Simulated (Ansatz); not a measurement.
Cost and result by functional for the adsorption energy of CO on the 1x1 (0001) surface of hcp Ru, one in a 2x2 cell, started at the site 'top Ru', in Ansatz (plane waves, PAW). Single points on the PBE structure, on one kind of machine; costs are rough ratios of the slab run's core time (references not counted) to the cheapest single point. r2SCAN's cost holds its higher cutoff (500 against 420 eV). Differences are taken against r2SCAN for comparison alone: no measured value is at hand, so the table doesn't rank accuracy.

Set-up: 18 atoms, 6.3 Å thick at the start under the adsorbate (thin: gaps and levels are the slab's own); mesh 6x6x1; 0.1 eV smearing; dipole correction on; 8 atoms held, the rest relaxed; held to the start's symmetry, so lower structures may exist; no spin, no spin-orbit, no U, no dispersion correction. At the end it is bonded to Ru. In PBE it is, or lies within 0.03 eV of, the lowest of the starts that converged. These notes are the PBE run's. Adsorption energies are against CO(g). A negative adsorption energy means that the adsorbate is more stable on the surface than in its reference.

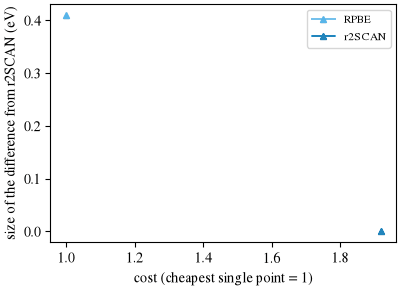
Fig. 1. Difference from r2SCAN against cost

```tsv
functional	relative cost	adsorption energy (eV)	less r2SCAN (eV)
RPBE	1	-1.62	0.41
r2SCAN	2	-2.03	0.00
PBE (the relaxed run's value)	–	-1.90	0.13
```

The values span 0.41 eV, while the single points' costs differ by a factor of roughly 2. Differences are of unrounded values.

Ansatz is a program for electronic structure.
